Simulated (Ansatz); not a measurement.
# CH3ClF2Si (SMILES C[Si](F)(F)Cl): PBE/def2-SVP

What is the energy change on altering one bond length of CH3ClF2Si at PBE/def2-SVP? 

The results are computed with Ansatz 0.2.0.

126 further runs of the same task are left out: 126 set aside as unsound or not needed.

**1. The molecule**

CH3ClF2Si has 8 atoms, charge 0, and is taken as a singlet. SMILES: `C[Si](F)(F)Cl`. Geometry: relaxed at PBE0-D4/def2-TZVP.

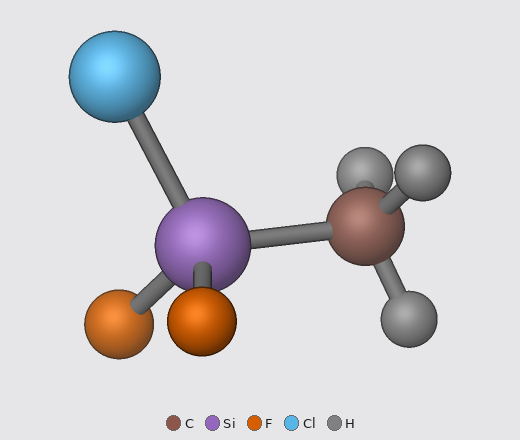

The structure, seen from a chosen angle (carbon brown, silicon purple, fluorine orange, chlorine blue, hydrogen grey).

**2. A single-point energy at PBE/def2-SVP**

Input file in.yaml:

```yaml
crystal:
  periodic: [false, false, false]
  atoms:
    - symbol: C
      position_ang: [-0.808500, -0.299000, 0.512200]
    - symbol: Si
      position_ang: [0.690600, 0.151400, -0.439200]
    - symbol: F
      position_ang: [1.987000, -0.472300, 0.219100]
    - symbol: F
      position_ang: [0.616200, -0.415600, -1.914200]
    - symbol: Cl
      position_ang: [0.963100, 2.158500, -0.560900]
    - symbol: H
      position_ang: [-0.917100, -1.385400, 0.549800]
    - symbol: H
      position_ang: [-0.740200, 0.080400, 1.533400]
    - symbol: H
      position_ang: [-1.698800, 0.124800, 0.044100]
basis:
  gaussian:
    orbitals: def2-SVP
hamiltonian:
  xc: {name: PBE}
accuracy: high
output: {orbitals: {seedname: orbitals}}
```

Launch:

```console
$ ansatz run in.yaml --threads 1 --pin off --max-ram 3480MiB --events-out events.jsonl --progress --plain --runs-dir runs
```

The log of the run:

```text
Warning: RAYON_NUM_THREADS=1 ignored (pool sized by the plan → 1); use --threads N
Functional definition: PBE
  name "PBE"
  parameter kappa = 0.804
  parameter beta = 0.06672455060314922
  exchange = pbe_x(kappa = kappa, mu = beta*pi^2/3)
  correlation = pbe_c(beta = beta)
1970 factors; integrals over basis functions are off by at most 2.4e-8 eV
mean field evaluation 1: about -26889.2312 eV, gradient 6.4e1 eV
mean field evaluation 2: about -26877.7986 eV, gradient 9.7e1 eV
mean field evaluation 4: about -26897.6030 eV, gradient 5.2e0 eV
mean field evaluation 8: about -26897.6580 eV, gradient 9.1e-2 eV
mean field evaluation 16: about -26897.6580 eV, gradient 6.5e-6 eV
mean field -26897.65800862 eV, -988.4706999293 hartree, gradient 2.2e-8 eV, S^2 0.000000; 0 other end points of the search recorded, 0 dependent functions left out
reference -26897.65801145 eV, -988.4707000333 hartree; 29, 29 occupied and 64, 64 virtual orbitals, 1970 factors
Total energy: -26897.65801145 eV, -988.4707000333 hartree
```

Wall time 6 s (1 thread of Arm Neoverse V2, shared host); peak memory 0.23 GiB.

**3. The distorted shape at the same level**

Input file input.yaml:

```yaml
crystal:
  periodic: [false, false, false]
  atoms:
    - {symbol: C, position_ang: [-0.828990, -0.412819, 0.205841]}
    - {symbol: Si, position_ang: [0.670110, 0.037581, -0.745559]}
    - {symbol: F, position_ang: [1.966510, -0.586119, -0.087259]}
    - {symbol: F, position_ang: [0.595710, -0.529419, -2.220559]}
    - {symbol: Cl, position_ang: [0.942610, 2.044681, -0.867259]}
    - {symbol: H, position_ang: [-0.937590, -1.499219, 0.243441]}
    - {symbol: H, position_ang: [-0.740200, 0.080400, 1.533400]}
    - {symbol: H, position_ang: [-1.719290, 0.010981, -0.262259]}
basis:
  gaussian: {orbitals: def2-SVP}
hamiltonian: {xc: {name: PBE}}
accuracy: high
output: {orbitals: {seedname: orbitals}}
```

Launch:

```console
$ ansatz run input.yaml --threads 1 --pin off --max-ram 3480MiB --events-out events.jsonl --progress --plain --runs-dir runs
```

The log of the run:

```text
Warning: RAYON_NUM_THREADS=1 ignored (pool sized by the plan → 1); use --threads N
Functional definition: PBE
  name "PBE"
  parameter kappa = 0.804
  parameter beta = 0.06672455060314922
  exchange = pbe_x(kappa = kappa, mu = beta*pi^2/3)
  correlation = pbe_c(beta = beta)
1975 factors; integrals over basis functions are off by at most 1.9e-8 eV
mean field evaluation 1: about -26888.5003 eV, gradient 6.3e1 eV
mean field evaluation 2: about -26874.4161 eV, gradient 9.9e1 eV
mean field evaluation 4: about -26896.6827 eV, gradient 5.9e0 eV
mean field evaluation 8: about -26896.7550 eV, gradient 9.9e-2 eV
mean field evaluation 16: about -26896.7551 eV, gradient 9.9e-6 eV
mean field -26896.75507516 eV, -988.4375177366 hartree, gradient 4.2e-8 eV, S^2 0.000000; 0 other end points of the search recorded, 0 dependent functions left out
reference -26896.75507810 eV, -988.4375178449 hartree; 29, 29 occupied and 64, 64 virtual orbitals, 1975 factors
Total energy: -26896.75507810 eV, -988.4375178449 hartree
```

Wall time 6 s (1 thread of Arm Neoverse V2, shared host); peak memory 0.23 GiB.

**4. Results**

Level: PBE/def2-SVP.

| quantity | value |
| --- | --- |
| first shape: total energy | -988.47070 Eh |
| first shape: HOMO energy | -7.97 eV |
| first shape: LUMO energy | 0.46 eV |
| first shape: HOMO–LUMO gap | 8.44 eV |
| distorted shape: total energy | -988.43752 Eh |
| distorted shape: HOMO energy | -7.97 eV |
| distorted shape: LUMO energy | -0.72 eV |
| distorted shape: HOMO–LUMO gap | 7.25 eV |
| energy change with the C1–H7 bond stretched from 1.092 to 1.419 Å | 0.903 eV |

**Reading.** With the C1–H7 bond stretched from 1.092 to 1.419 Å the energy rises by 0.90 eV (87.1 kJ/mol). The first shape isn't relaxed at this level, so the change isn't measured from a minimum.
